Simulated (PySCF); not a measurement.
**C4H6BF: NMR shifts at several levels of theory, part 1 of 2**

Aim: compute the NMR shifts of C4H6BF (`C=C/C=C\BF`) at several levels, and see how far they spread and what each costs.

Computed with PySCF 2.14.0, with density-fitted response routines of our own, on a single molecule in the gas phase. Atoms count from 0, in the outputs and in this text.

### Step 1. Starting geometry

12 atoms, charge 0, multiplicity 1; geometry from: PBE0-D3(BJ)/def2-SVP.

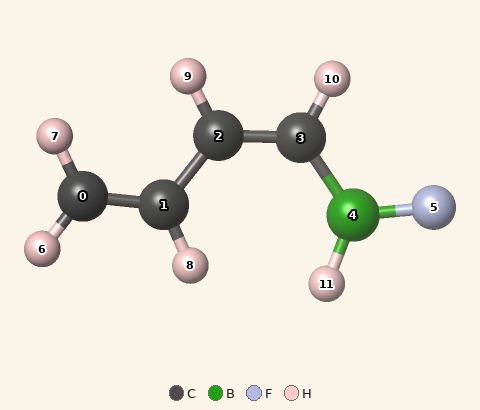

As it starts; carbon dark grey, boron green, fluorine light blue, hydrogen pink, atoms numbered; sticks join atoms by distance.

### Step 2. Shielding tensors: PBE0/pcSseg-2

Job settings and geometry (Å):

```
{"job": {"kind": "nmr", "xc": "PBE0", "basis": "pcSseg-2", "pop": false}, "charge": 0, "multiplicity": 1}
C      2.138215     0.280917    -0.908451
C      0.910737    -0.112082    -0.535543
C      0.106574     0.640346     0.409821
C     -1.144277     0.336233     0.837546
B     -1.973620    -0.884421     0.393609
F     -3.207077    -1.026171     0.869785
H      2.732675    -0.294075    -1.622382
H      2.587397     1.194691    -0.505952
H      0.482851    -1.027233    -0.955025
H      0.589561     1.548668     0.795667
H     -1.601268     1.028378     1.555332
H     -1.591225    -1.743384    -0.370138
```

Method: GIAO PBE0/pcSseg-2 NMR shielding, non-relativistic, gas phase.

On the command line:

```console
$ OMP_NUM_THREADS=1 python probes_run.py task.json out
```

The driver reads the jobs from task.json and runs them one after another.

The program printed:

```text
coarse grid: 10240 points
cycle   1  E = -280.4674167260  dE =  5.248e-01  |g| = 5.308e-01  |ddm| = 2.346e+00
cycle   2  E = -280.4300240474  dE =  3.739e-02  |g| = 7.491e-01  |ddm| = 9.522e-01
cycle   3  E = -280.5211416581  dE = -9.112e-02  |g| = 8.747e-02  |ddm| = 5.372e-01
cycle   4  E = -280.5226259145  dE = -1.484e-03  |g| = 2.777e-02  |ddm| = 7.058e-02
cycle   5  E = -280.5228038213  dE = -1.779e-04  |g| = 1.014e-02  |ddm| = 2.741e-02
cycle   6  E = -280.5228317449  dE = -2.792e-05  |g| = 2.647e-03  |ddm| = 9.002e-03
cycle   7  E = -280.5228333220  dE = -1.577e-06  |g| = 4.934e-04  |ddm| = 1.998e-03
final grid: 99880 points
cycle   8  E = -280.5248334476  dE = -1.130e-04  |g| = 6.790e-03  |ddm| = 4.860e-02
cycle   9  E = -280.5248317656  dE =  1.682e-06  |g| = 7.171e-03  |ddm| = 1.148e-02
cycle  10  E = -280.5248446352  dE = -1.287e-05  |g| = 1.257e-03  |ddm| = 5.742e-03
cycle  11  E = -280.5248450060  dE = -3.708e-07  |g| = 3.974e-04  |ddm| = 1.042e-03
cycle  12  E = -280.5248450435  dE = -3.750e-08  |g| = 8.570e-05  |ddm| = 2.734e-04
cycle  13  E = -280.5248450448  dE = -1.341e-09  |g| = 2.916e-05  |ddm| = 7.591e-05
cycle  14  E = -280.5248450450  dE = -1.413e-10  |g| = 6.328e-06  |ddm| = 1.972e-05
converged SCF energy = -280.5248450450

GIAO shielding tensors (ppm)
atom      isotropic    diamagn.    paramagn.     s11        s22        s33       span
  0 C       45.866     252.695    -206.829    -66.951     49.000    155.550    222.500
  1 C       36.597     252.853    -216.256    -83.921     33.172    160.540    244.460
  2 C        8.505     252.604    -244.099   -119.547      8.302    136.759    256.305
  3 C       45.054     253.244    -208.190    -65.270     37.512    162.920    228.191
  4 B       53.182     192.497    -139.315     10.157     61.806     87.583     77.426
  5 F      210.411     464.640    -254.229     30.025    112.209    488.998    458.974
  6 H       25.400      29.579      -4.180     22.998     24.883     28.318      5.320
  7 H       25.421      30.973      -5.552     22.374     25.280     28.609      6.235
  8 H       23.306      32.673      -9.367     20.310     21.778     27.830      7.520
  9 H       23.583      32.248      -8.666     19.548     22.966     28.234      8.686
 10 H       25.268      30.984      -5.716     22.220     24.808     28.777      6.557
 11 H       25.424      29.705      -4.281     23.214     25.556     27.503      4.288
```

Run time: 41 s. Hardware: 1 thread of Arm Neoverse V1, shared host; peak memory 1.1 GiB.

The references, computed at this level on geometries of the same kind, shield at (ppm): ¹H TMS 31.25, ¹³C TMS 184.1, ¹⁹F CFCl3 175.8, ¹¹B BF3·OEt2 99.1. Their shielding less the atom's gives the shift. The references are single molecules in the gas phase, so shifts against H2O, NH3, PH3, H3PO4 or CFCl3 are not on the usual liquid scales and can be off by tens of ppm.

```tsv
atoms	environment	σ (ppm)	δ (ppm)
C2	alkene CH	8.5	175.6
C1	alkene CH	36.6	147.5
C3	alkene CH	45.1	139.1
C0	terminal =CH2 carbon	45.9	138.3
H8	hydrogen on an alkene CH	23.31	7.94
H9	hydrogen on an alkene CH	23.58	7.66
H10	hydrogen on an alkene CH	25.27	5.98
H6	hydrogen on a terminal =CH2 carbon	25.40	5.85
H7	hydrogen on a terminal =CH2 carbon	25.42	5.82
H11	hydrogen on a boron bonded to C, F	25.42	5.82
B4	boron bonded to C, F, H	53.2	45.9
F5	fluorine bonded to B	210.4	-34.6
```

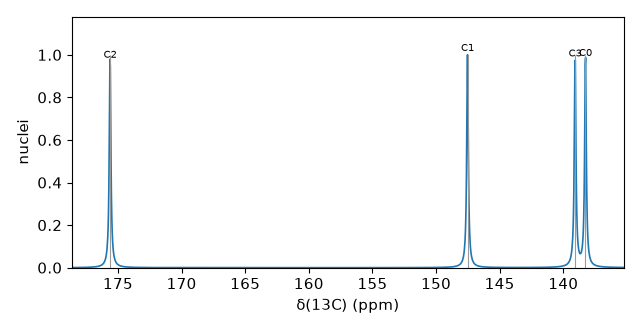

¹³C lines at the computed shifts, without couplings. Lines are broadened to a width of 0.15 ppm (Lorentzian).

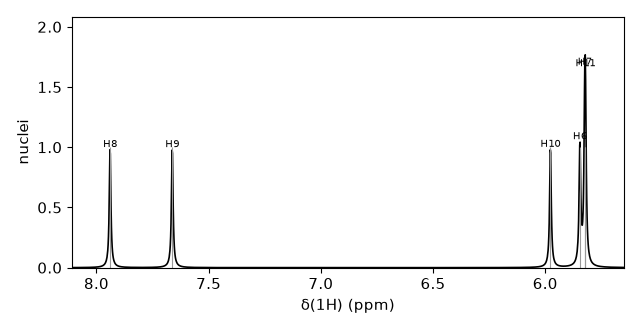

¹H lines at the computed shifts, without couplings. Lines are broadened to a width of 0.01 ppm (Lorentzian).

### Step 3. NMR shieldings: mPW1PW91/pcSseg-2

Same as in step 2 but for these lines:

```diff
@@ -1,2 +1,2 @@
-{"job": {"kind": "nmr", "xc": "PBE0", "basis": "pcSseg-2", "pop": false}, "charge": 0, "multiplicity": 1}
+{"job": {"kind": "nmr", "xc": "mPW1PW91", "basis": "pcSseg-2", "pop": false}, "charge": 0, "multiplicity": 1}
 C      2.138215     0.280917    -0.908451
```

Level: GIAO mPW1PW91/pcSseg-2 NMR shielding, non-relativistic, gas phase.

The program printed:

```text
coarse grid: 10240 points
cycle   1  E = -280.7223378700  dE =  5.247e-01  |g| = 5.466e-01  |ddm| = 2.332e+00
cycle   2  E = -280.6823937948  dE =  3.994e-02  |g| = 7.733e-01  |ddm| = 9.517e-01
cycle   3  E = -280.7784535019  dE = -9.606e-02  |g| = 8.930e-02  |ddm| = 5.420e-01
cycle   4  E = -280.7800067479  dE = -1.553e-03  |g| = 2.749e-02  |ddm| = 7.094e-02
cycle   5  E = -280.7801821760  dE = -1.754e-04  |g| = 9.799e-03  |ddm| = 2.706e-02
cycle   6  E = -280.7802080470  dE = -2.587e-05  |g| = 2.718e-03  |ddm| = 8.788e-03
cycle   7  E = -280.7802097396  dE = -1.693e-06  |g| = 4.945e-04  |ddm| = 2.032e-03
final grid: 99880 points
cycle   8  E = -280.7817574964  dE = -1.081e-04  |g| = 5.540e-03  |ddm| = 4.599e-02
cycle   9  E = -280.7817567405  dE =  7.560e-07  |g| = 5.770e-03  |ddm| = 9.296e-03
cycle  10  E = -280.7817646374  dE = -7.897e-06  |g| = 9.910e-04  |ddm| = 4.546e-03
cycle  11  E = -280.7817648375  dE = -2.001e-07  |g| = 4.199e-04  |ddm| = 8.701e-04
cycle  12  E = -280.7817648802  dE = -4.264e-08  |g| = 8.945e-05  |ddm| = 2.774e-04
cycle  13  E = -280.7817648816  dE = -1.445e-09  |g| = 2.902e-05  |ddm| = 7.437e-05
cycle  14  E = -280.7817648818  dE = -1.486e-10  |g| = 5.682e-06  |ddm| = 1.906e-05
converged SCF energy = -280.7817648818

GIAO shielding tensors (ppm)
atom      isotropic    diamagn.    paramagn.     s11        s22        s33       span
  0 C       45.365     252.880    -207.515    -67.754     48.817    155.031    222.785
  1 C       36.030     252.643    -216.613    -84.736     32.885    159.940    244.676
  2 C        7.996     252.514    -244.518   -120.459      7.923    136.524    256.983
  3 C       44.636     253.131    -208.495    -65.815     37.149    162.573    228.388
  4 B       53.439     192.772    -139.333     10.746     62.108     87.464     76.718
  5 F      212.589     464.614    -252.025     32.643    116.060    489.062    456.419
  6 H       25.466      29.541      -4.075     23.066     24.948     28.385      5.319
  7 H       25.488      30.990      -5.503     22.447     25.326     28.691      6.245
  8 H       23.390      32.712      -9.321     20.403     21.860     27.908      7.504
  9 H       23.657      32.299      -8.642     19.639     23.029     28.305      8.666
 10 H       25.341      30.973      -5.632     22.311     24.863     28.849      6.539
 11 H       25.516      29.774      -4.258     23.304     25.654     27.590      4.285
```

It took 41 s on 1 thread of Arm Neoverse V1, shared host; peak memory 1.1 GiB.

This run: δ C2 175.5, C1 147.5, C3 138.9, C0 138.2, H8 7.90, H9 7.64 ppm.

### Step 4. Nuclear shieldings: WP04/pcSseg-2

Same as in step 3 but for these lines:

```diff
@@ -1,2 +1,2 @@
-{"job": {"kind": "nmr", "xc": "mPW1PW91", "basis": "pcSseg-2", "pop": false}, "charge": 0, "multiplicity": 1}
+{"job": {"kind": "nmr", "xc": "WP04", "basis": "pcSseg-2", "pop": false}, "charge": 0, "multiplicity": 1}
 C      2.138215     0.280917    -0.908451
```

Level: GIAO WP04/pcSseg-2 NMR shielding, non-relativistic, gas phase.

The program printed:

```text
coarse grid: 10240 points
cycle   1  E = -287.0986630165  dE =  4.501e-01  |g| = 9.102e-01  |ddm| = 2.350e+00
cycle   2  E = -286.8964796550  dE =  2.022e-01  |g| = 1.450e+00  |ddm| = 1.507e+00
cycle   3  E = -287.2379351060  dE = -3.415e-01  |g| = 2.056e-01  |ddm| = 9.867e-01
cycle   4  E = -287.2462414287  dE = -8.306e-03  |g| = 4.862e-02  |ddm| = 1.554e-01
cycle   5  E = -287.2466793457  dE = -4.379e-04  |g| = 2.713e-02  |ddm| = 4.809e-02
cycle   6  E = -287.2468759022  dE = -1.966e-04  |g| = 8.641e-03  |ddm| = 2.415e-02
cycle   7  E = -287.2468952298  dE = -1.933e-05  |g| = 2.127e-03  |ddm| = 6.767e-03
cycle   8  E = -287.2468961933  dE = -9.636e-07  |g| = 8.727e-04  |ddm| = 1.825e-03
final grid: 99880 points
cycle   9  E = -287.2540222505  dE = -1.969e-04  |g| = 7.998e-03  |ddm| = 6.456e-02
cycle  10  E = -287.2540157973  dE =  6.453e-06  |g| = 9.281e-03  |ddm| = 1.284e-02
cycle  11  E = -287.2540362753  dE = -2.048e-05  |g| = 2.146e-03  |ddm| = 7.174e-03
cycle  12  E = -287.2540373609  dE = -1.086e-06  |g| = 9.172e-04  |ddm| = 2.068e-03
cycle  13  E = -287.2540375923  dE = -2.314e-07  |g| = 1.963e-04  |ddm| = 6.629e-04
cycle  14  E = -287.2540375991  dE = -6.770e-09  |g| = 6.115e-05  |ddm| = 1.478e-04
cycle  15  E = -287.2540375997  dE = -6.491e-10  |g| = 1.180e-05  |ddm| = 4.223e-05
converged SCF energy = -287.2540375997

GIAO shielding tensors (ppm)
atom      isotropic    diamagn.    paramagn.     s11        s22        s33       span
  0 C       36.646     253.136    -216.491    -75.362     40.668    144.631    219.993
  1 C       26.492     253.893    -227.401    -92.658     24.194    147.939    240.597
  2 C       -0.232     253.283    -253.515   -127.764     -0.102    127.172    254.936
  3 C       35.905     251.252    -215.347    -73.508     28.007    153.215    226.723
  4 B       49.591     192.674    -143.083      8.628     59.279     80.866     72.238
  5 F      236.893     468.300    -231.407     66.847    161.734    482.098    415.251
  6 H       26.079      29.689      -3.610     23.791     25.517     28.930      5.139
  7 H       26.090      31.089      -4.999     23.203     25.783     29.282      6.078
  8 H       24.205      33.637      -9.432     21.399     22.690     28.525      7.126
  9 H       24.413      32.272      -7.859     20.668     23.705     28.866      8.197
 10 H       25.985      30.720      -4.734     23.106     25.375     29.475      6.369
 11 H       26.521      31.140      -4.619     24.351     26.659     28.554      4.203
```

Run time: 40 s. Hardware: 1 thread of Arm Neoverse V1, shared host; peak memory 1.1 GiB.

Key values: δ C2 172.3, C1 145.6, C3 136.2, C0 135.5, H8 7.41, H9 7.20 ppm.

### Step 5. Shielding tensors: B97-2/pcSseg-2

Same as in step 4 but for these lines:

```diff
@@ -1,2 +1,2 @@
-{"job": {"kind": "nmr", "xc": "WP04", "basis": "pcSseg-2", "pop": false}, "charge": 0, "multiplicity": 1}
+{"job": {"kind": "nmr", "xc": "B97-2", "basis": "pcSseg-2", "pop": false}, "charge": 0, "multiplicity": 1}
 C      2.138215     0.280917    -0.908451
```

Method: GIAO B97-2/pcSseg-2 NMR shielding, non-relativistic, gas phase.

The program printed:

```text
coarse grid: 10240 points
cycle   1  E = -280.6967048939  dE =  5.010e-01  |g| = 5.710e-01  |ddm| = 2.350e+00
cycle   2  E = -280.6424278890  dE =  5.428e-02  |g| = 8.400e-01  |ddm| = 1.038e+00
cycle   3  E = -280.7567957764  dE = -1.144e-01  |g| = 9.861e-02  |ddm| = 6.159e-01
cycle   4  E = -280.7587682019  dE = -1.972e-03  |g| = 2.845e-02  |ddm| = 7.937e-02
cycle   5  E = -280.7589445532  dE = -1.764e-04  |g| = 1.286e-02  |ddm| = 2.870e-02
cycle   6  E = -280.7589900302  dE = -4.548e-05  |g| = 2.803e-03  |ddm| = 1.101e-02
cycle   7  E = -280.7589918792  dE = -1.849e-06  |g| = 6.645e-04  |ddm| = 2.335e-03
final grid: 99880 points
cycle   8  E = -280.7566523422  dE = -1.313e-04  |g| = 9.303e-03  |ddm| = 6.427e-02
cycle   9  E = -280.7566388158  dE =  1.353e-05  |g| = 1.338e-02  |ddm| = 1.207e-02
cycle  10  E = -280.7566645441  dE = -2.573e-05  |g| = 8.669e-04  |ddm| = 7.080e-03
cycle  11  E = -280.7566646869  dE = -1.428e-07  |g| = 3.263e-04  |ddm| = 8.887e-04
cycle  12  E = -280.7566647091  dE = -2.215e-08  |g| = 1.526e-04  |ddm| = 2.990e-04
cycle  13  E = -280.7566647156  dE = -6.516e-09  |g| = 2.993e-05  |ddm| = 1.348e-04
cycle  14  E = -280.7566647158  dE = -2.237e-10  |g| = 5.833e-06  |ddm| = 2.405e-05
converged SCF energy = -280.7566647158

GIAO shielding tensors (ppm)
atom      isotropic    diamagn.    paramagn.     s11        s22        s33       span
  0 C       48.663     253.065    -204.403    -61.044     52.209    154.824    215.868
  1 C       39.228     253.083    -213.855    -78.216     36.319    159.581    237.798
  2 C       11.890     253.014    -241.124   -113.006     12.215    136.461    249.466
  3 C       48.068     253.598    -205.530    -59.328     41.040    162.491    221.819
  4 B       56.311     192.731    -136.420     16.200     64.771     87.963     71.763
  5 F      219.420     464.841    -245.421     44.074    127.101    487.086    443.012
  6 H       25.586      29.584      -3.998     23.252     25.048     28.457      5.205
  7 H       25.599      31.062      -5.463     22.621     25.431     28.745      6.124
  8 H       23.512      32.847      -9.335     20.607     21.978     27.953      7.346
  9 H       23.781      32.389      -8.608     19.875     23.147     28.322      8.447
 10 H       25.472      31.125      -5.653     22.554     24.982     28.880      6.326
 11 H       25.660      29.938      -4.278     23.429     25.871     27.679      4.251
```

It took 39 s on 1 thread of Arm Neoverse V1, shared host; peak memory 1.1 GiB.

This run: δ C2 171.6, C1 144.2, C3 135.4, C0 134.8, H8 7.85, H9 7.58 ppm.

### Step 6. Shielding tensors: BHandHLYP/pcSseg-2

Same as in step 5 but for these lines:

```diff
@@ -1,2 +1,2 @@
-{"job": {"kind": "nmr", "xc": "B97-2", "basis": "pcSseg-2", "pop": false}, "charge": 0, "multiplicity": 1}
+{"job": {"kind": "nmr", "xc": "BHandHLYP", "basis": "pcSseg-2", "pop": false}, "charge": 0, "multiplicity": 1}
 C      2.138215     0.280917    -0.908451
```

With the program's defaults for keys left out, this is: GIAO BHandHLYP/pcSseg-2 NMR shielding, non-relativistic, gas phase.

The program printed:

```text
coarse grid: 10240 points
cycle   1  E = -280.6468895637  dE =  6.582e-01  |g| = 5.167e-01  |ddm| = 2.305e+00
cycle   2  E = -280.6558550123  dE = -8.965e-03  |g| = 5.587e-01  |ddm| = 7.018e-01
cycle   3  E = -280.7014835975  dE = -4.563e-02  |g| = 5.118e-02  |ddm| = 3.207e-01
cycle   4  E = -280.7019389096  dE = -4.553e-04  |g| = 2.443e-02  |ddm| = 4.530e-02
cycle   5  E = -280.7020926784  dE = -1.538e-04  |g| = 4.000e-03  |ddm| = 2.406e-02
cycle   6  E = -280.7020960566  dE = -3.378e-06  |g| = 1.813e-03  |ddm| = 3.979e-03
final grid: 99880 points
cycle   7  E = -280.7068401461  dE = -4.466e-05  |g| = 3.787e-03  |ddm| = 3.275e-02
cycle   8  E = -280.7068397333  dE =  4.127e-07  |g| = 3.930e-03  |ddm| = 5.677e-03
cycle   9  E = -280.7068435147  dE = -3.781e-06  |g| = 4.996e-04  |ddm| = 2.776e-03
cycle  10  E = -280.7068435675  dE = -5.280e-08  |g| = 2.053e-04  |ddm| = 4.806e-04
cycle  11  E = -280.7068435777  dE = -1.014e-08  |g| = 3.392e-05  |ddm| = 1.497e-04
cycle  12  E = -280.7068435779  dE = -2.143e-10  |g| = 1.387e-05  |ddm| = 2.589e-05
converged SCF energy = -280.7068435779

GIAO shielding tensors (ppm)
atom      isotropic    diamagn.    paramagn.     s11        s22        s33       span
  0 C       46.523     251.732    -205.208    -73.153     56.316    156.408    229.560
  1 C       37.039     251.316    -214.277    -89.950     39.668    161.399    251.349
  2 C        7.114     250.749    -243.635   -129.524     11.936    138.931    268.455
  3 C       46.378     252.471    -206.093    -68.073     42.940    164.269    232.342
  4 B       57.340     191.015    -133.675     13.657     68.480     89.883     76.226
  5 F      238.431     465.481    -227.051     66.631    156.706    491.955    425.324
  6 H       25.694      29.962      -4.268     23.270     24.972     28.840      5.570
  7 H       25.681      31.170      -5.489     22.636     25.295     29.110      6.474
  8 H       23.672      32.572      -8.900     20.613     21.981     28.423      7.810
  9 H       23.831      32.346      -8.515     19.738     23.050     28.705      8.967
 10 H       25.653      31.365      -5.713     22.865     24.880     29.213      6.348
 11 H       25.907      29.697      -3.790     23.530     26.183     28.007      4.477
```

Wall time 37 s (1 thread of Arm Neoverse V1, shared host); peak memory 1.1 GiB.

In short: δ C2 177.2, C1 147.2, C3 137.9, C0 137.7, H8 7.78, H9 7.62 ppm.

### Step 7. Shielding tensors: CAM-B3LYP/pcSseg-2

Same as in step 6 but for these lines:

```diff
@@ -1,2 +1,2 @@
-{"job": {"kind": "nmr", "xc": "BHandHLYP", "basis": "pcSseg-2", "pop": false}, "charge": 0, "multiplicity": 1}
+{"job": {"kind": "nmr", "xc": "CAM-B3LYP", "basis": "pcSseg-2", "pop": false}, "charge": 0, "multiplicity": 1}
 C      2.138215     0.280917    -0.908451
```

Level: GIAO CAM-B3LYP/pcSseg-2 NMR shielding, non-relativistic, gas phase.

The program printed:

```text
coarse grid: 10240 points
cycle   1  E = -280.6626235145  dE =  6.382e-01  |g| = 5.432e-01  |ddm| = 2.288e+00
cycle   2  E = -280.6514975383  dE =  1.113e-02  |g| = 6.894e-01  |ddm| = 7.720e-01
cycle   3  E = -280.7192116196  dE = -6.771e-02  |g| = 5.822e-02  |ddm| = 3.878e-01
cycle   4  E = -280.7198309134  dE = -6.193e-04  |g| = 2.755e-02  |ddm| = 5.283e-02
cycle   5  E = -280.7200180369  dE = -1.871e-04  |g| = 5.616e-03  |ddm| = 2.757e-02
cycle   6  E = -280.7200248317  dE = -6.795e-06  |g| = 2.197e-03  |ddm| = 5.845e-03
final grid: 99880 points
cycle   7  E = -280.7260532647  dE = -7.737e-05  |g| = 4.645e-03  |ddm| = 3.582e-02
cycle   8  E = -280.7260527277  dE =  5.370e-07  |g| = 4.821e-03  |ddm| = 6.904e-03
cycle   9  E = -280.7260579627  dE = -5.235e-06  |g| = 6.358e-04  |ddm| = 3.506e-03
cycle  10  E = -280.7260580472  dE = -8.444e-08  |g| = 2.508e-04  |ddm| = 6.453e-04
cycle  11  E = -280.7260580647  dE = -1.756e-08  |g| = 4.335e-05  |ddm| = 1.968e-04
cycle  12  E = -280.7260580652  dE = -4.787e-10  |g| = 2.278e-05  |ddm| = 4.637e-05
converged SCF energy = -280.7260580652

GIAO shielding tensors (ppm)
atom      isotropic    diamagn.    paramagn.     s11        s22        s33       span
  0 C       42.922     251.289    -208.366    -75.410     49.875    154.301    229.711
  1 C       32.680     251.435    -218.755    -93.609     32.745    158.905    252.514
  2 C        3.243     250.583    -247.340   -131.737      6.327    135.139    266.876
  3 C       41.649     250.912    -209.263    -72.353     36.401    160.899    233.252
  4 B       49.997     191.096    -141.099      3.818     60.228     85.944     82.126
  5 F      213.068     465.048    -251.980     35.085    114.734    489.384    454.299
  6 H       25.526      30.039      -4.513     23.076     24.976     28.525      5.448
  7 H       25.533      30.997      -5.464     22.457     25.356     28.785      6.327
  8 H       23.475      32.451      -8.977     20.330     21.973     28.121      7.791
  9 H       23.688      32.136      -8.448     19.507     23.086     28.470      8.963
 10 H       25.458      31.227      -5.770     22.461     24.923     28.989      6.528
 11 H       25.563      29.621      -4.058     23.333     25.642     27.713      4.381
```

It took 51 s on 1 thread of Arm Neoverse V1, shared host; peak memory 1.4 GiB.

In short: δ C2 179.3, C1 149.9, C3 140.9, C0 139.6, H8 7.86, H9 7.65 ppm.

(Continued in part 2 of 2.)
